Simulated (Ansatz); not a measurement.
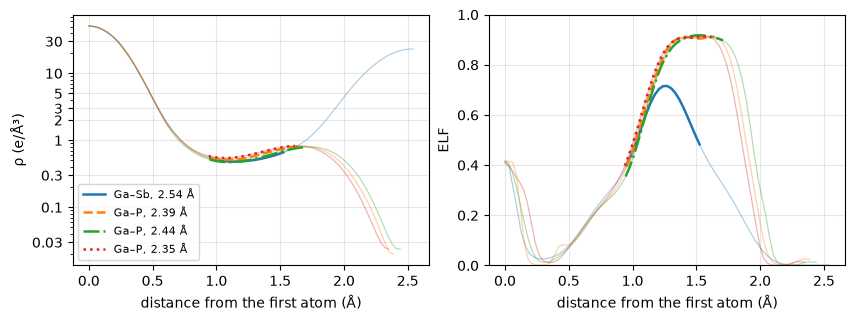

Figure. Ga4SbP3. Valence electron density and electron localisation function along straight lines between neighbouring atoms. Thin, pale parts lie inside the atomic spheres.

Space group Cm; started from the ordered alloy on wurtzite lattice prototype, which need not be the ambient phase.

Theory: DFT, r2SCAN, plane waves, PAW (Ansatz).

The density is the valence pseudo-density of a PAW calculation; it isn't the true density close to the nuclei.

> What can be read from the curves?

Ga–Sb (2.54 Å): ρ is about 0.5 e/Å³ halfway; the ELF peaks at about 0.70 between the atoms.
Ga–P (2.39 Å): ρ at the midpoint is about 0.53 e/Å³; the ELF peaks at about 0.90 in the valence shell of P, 0.8 Å from its nucleus, and is about 0.75 at the midpoint.
Ga–P (2.44 Å): the density is about 0.49 e/Å³ at the midpoint; the ELF peaks at about 0.90 in the valence shell of P, 0.9 Å from its nucleus, and is about 0.80 at the midpoint.
Ga–P (2.35 Å): the density is about 0.56 e/Å³ at the midpoint; the ELF peaks at about 0.90 in the valence shell of P, 0.8 Å from its nucleus, and is about 0.75 at the midpoint.
